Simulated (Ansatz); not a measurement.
# CCSD(T)/6-31G run of SiH4 (silane)

Aim: the electronic atomisation energy of SiH4 (silane) at CCSD(T)/6-31G, from 3 runs. 

The results are computed with Ansatz 0.2.0.

53 further runs of the same task are left out: 2 that didn't finish, 51 set aside as unsound or not needed.

## Step 1: The structure to begin with

The species is SiH4 (5 atoms), meant as a singlet with charge 0. As SMILES, `[SiH4]`. The coordinates come from a PBE0-D4/def2-TZVP relaxation.

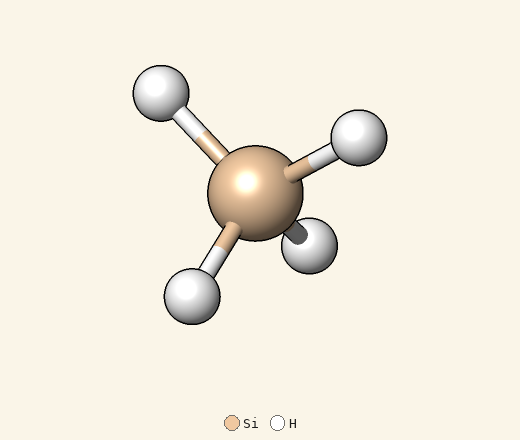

Viewed from a chosen angle; silicon light orange, hydrogen white.

## Step 2: A single-point energy at CCSD(T)/6-31G

in.yaml

```yaml
basis:
  gaussian:
    orbitals: 6-31G
crystal:
  periodic: [false, false, false]
  atoms:
    - {symbol: Si, position_ang: [-0.000000, 0.000000, -0.000100]}
    - {symbol: H, position_ang: [0.967600, -0.688400, 0.890900]}
    - {symbol: H, position_ang: [-1.331000, 0.044900, 0.656000]}
    - {symbol: H, position_ang: [-0.105100, -0.740300, -1.282600]}
    - {symbol: H, position_ang: [0.468500, 1.383800, -0.264200]}
correlation:
  method: ccsd_t
  frozen_orbitals: {H: 0, Si: 5}
accuracy: high
scf:
  omitted_lower_state_checks: [cluster_reference, increment]
```

Run with:

```sh
$ ansatz run in.yaml --threads 1 --pin off --max-ram 2610MiB --events-out events.jsonl --progress --plain --runs-dir runs
```

What it wrote:

```text
Warning: RAYON_NUM_THREADS=1 ignored (pool sized by the plan → 1); use --threads N
[... 11 lines left out ...]
5 core orbitals not correlated: weight in the atoms' cores, before any rotation towards them, 1.000 or more for the frozen orbitals, at most 0.000 for the correlated occupied ones
[... 19 lines left out ...]
Total energy: -7925.57870099 eV, -291.2596451113 hartree
Checks for a lower state left out: cluster_reference, increment
```

Wall time 0.2 s (1 thread of Arm Neoverse V1, shared host).

## Step 3: The H atom: the energy at UHF/6-31G

run.yaml

```yaml
crystal:
  periodic: [false, false, false]
  atoms:
    - {symbol: H, position_ang: [0.000000, 0.000000, 0.000000]}
basis:
  gaussian:
    orbitals: 6-31G
magnetization:
  spin_polarized: true
  initial_magnetization: 1
hamiltonian:
  xc: hf
accuracy: high
```

Run the same way, it converges to -0.49823 Eh (log not shown).

## Step 4: The Si atom

molecule.yaml

```yaml
crystal:
  periodic: [false, false, false]
  atoms:
    - {symbol: Si, position_ang: [0.000000, 0.000000, 0.000000]}
basis:
  gaussian:
    orbitals: 6-31G
magnetization:
  spin_polarized: true
  initial_magnetization: 2
correlation:
  method: ccsd_t
  frozen_orbitals: {Si: 5}
accuracy: high
scf:
  omitted_lower_state_checks: [cluster_reference, increment]
```

Run the same way, it converges to -288.85201 Eh (log not shown).

## Step 5: Outcome

Level: CCSD(T)/6-31G, 5 core orbitals frozen.

| quantity | value |
| --- | --- |
| molecule: total energy | -291.25965 Eh |
| molecule: correlation energy (5 core orbitals frozen) | -85.8 mEh |
| molecule: (T) correction | -0.84 mEh |
| molecule: T1 diagnostic | 0.008 |
| H atom: total energy | -0.49823 Eh |
| H atom: ⟨S²⟩ | 0.750 |
| Si atom: total energy | -288.85201 Eh |
| Si atom: correlation energy (5 core orbitals frozen) | -23.6 mEh |
| Si atom: (T) correction | -0.12 mEh |
| Si atom: ⟨S²⟩ of the reference determinant | 2.000 |
| Si atom: T1 diagnostic | 0.005 |
| electronic atomisation energy | 11.285 eV |

Taking the molecule apart into free atoms costs 11.28 eV (260 kcal/mol), before zero-point energy and without spin-orbit coupling. The basis has no polarisation functions, which makes bonds too weak. The triples (molecule) make up 1.0 % of the correlation energy. The triples (Si atom) make up 0.5 % of the correlation energy.
